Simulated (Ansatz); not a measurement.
The calculation's input:

```
crystal:
  periodic: [false, false, false]
  atoms:
    - { symbol: F, position_ang: [-0.289, -0.508, 1.5393] }
    - { symbol: Si, position_ang: [0.0816, 0.0174, 0.0584] }
    - { symbol: F, position_ang: [0.0569, 1.6237, -0.0009] }
    - { symbol: S, position_ang: [-1.2435, -0.7085, -1.3582] }
    - { symbol: H, position_ang: [1.4439, -0.4983, -0.28] }
basis:
  gaussian:
    orbitals: def2-SVP
hamiltonian:
  xc: hf
magnetization:
  spin_polarized: true
  initial_magnetization: 1.0
output:
  orbitals: {}
  forces: true
```

Run with:

```sh
python run_energy.py
```

Not at a stationary point (largest force 1.3 eV/Å).

Method: Ansatz 0.2.0, SCF hf, Gaussian basis.

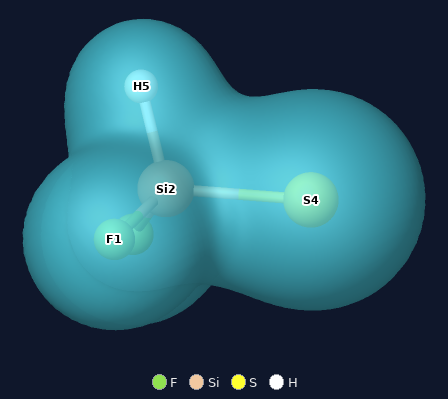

F$_{2}$HSSi (doublet). Isosurface of the total electron density at 0.05 e/Å³ (cyan), seen from one side.

**What does this surface tell about the bonding?**

At this value the surface is in one piece. It bridges the shortest Si–F (1.61 Å), Si–S (2.07 Å) and Si–H (1.50 Å) contacts, where the density stays above the isovalue. On the grid the lowest density along these lines, outside the cores, is 0.86 e/Å³ (Si–F, 1.61 Å), 0.74 e/Å³ (Si–S, 2.07 Å) and 0.8 e/Å³ (Si–H, 1.50 Å).
